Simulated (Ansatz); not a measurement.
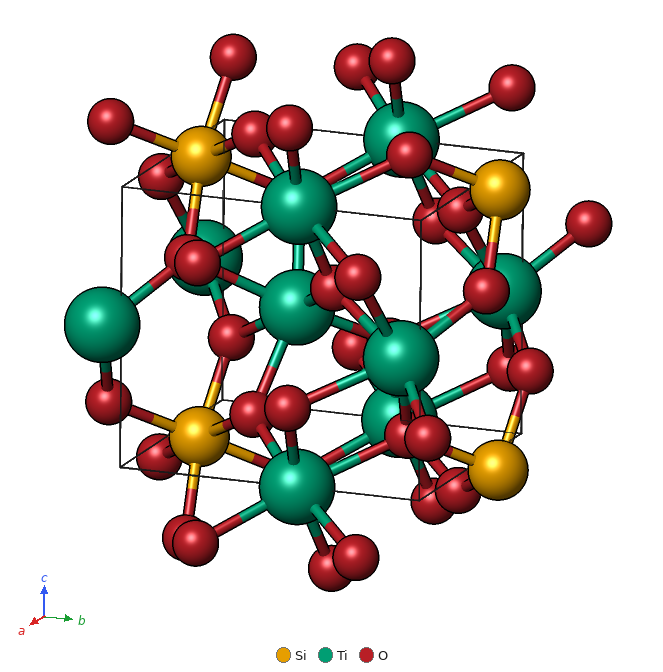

A ball-and-stick rendering, viewed slightly off an axis. The parallelepiped is the conventional unit cell. The bonded neighbours beyond the faces are included.

Ti3SiO8, space group P2 (No. 3), a = 4.440 Å, b = 5.359 Å, c = 4.803 Å, α = 90.00°, β = 91.03°, γ = 90.00°. The model was built from a structure type filled with these elements by a generator (whether the compound takes this form wasn't checked). Earlier steps of the study, as a rule a relaxation of our own, may have changed the cell and positions, so they can lie some per cent off the listed ones. Ansatz was used for an electronic-structure calculation on it.

This one geometry was computed with Ansatz (DFT, plane waves, PAW) at four levels of theory: r2SCAN, HSE06, PBE0 and PBE. It was relaxed beforehand with r2SCAN.

Question: Which level gives the highest pressure at this volume, and what does that say about its equilibrium volume?

Answer: Highest: PBE (6.2 GPa), which points to the largest equilibrium volume. Lowest, with the smallest volume: HSE06 (-2.8 GPa) and PBE0 (-2.9 GPa). Levels within 0.5 GPa of each other can't be told apart.

Question: How does the band gap change with the level of theory?

Answer: PBE: a gap of 2.20 eV, indirect; r2SCAN: a gap of 2.57 eV, indirect; HSE06: a gap of 3.75 eV, indirect; PBE0: a gap of 4.51 eV, indirect.

Question: Collect the results in a table.

Answer:
| level | cutoff (eV) | k-mesh of the run's cell | gap (eV) | pressure (GPa) |
| --- | --- | --- | --- | --- |
| r2SCAN | 500 | 6×6×6 | 2.57 | 0.0 |
| HSE06 | 420 | 4×4×4 | 3.75 | -2.8 |
| PBE0 | 420 | 4×4×4 | 4.51 | -2.9 |
| PBE | 420 | 6×6×6 | 2.20 | 6.2 |

Gaps are taken on the k-mesh or band path of each run.
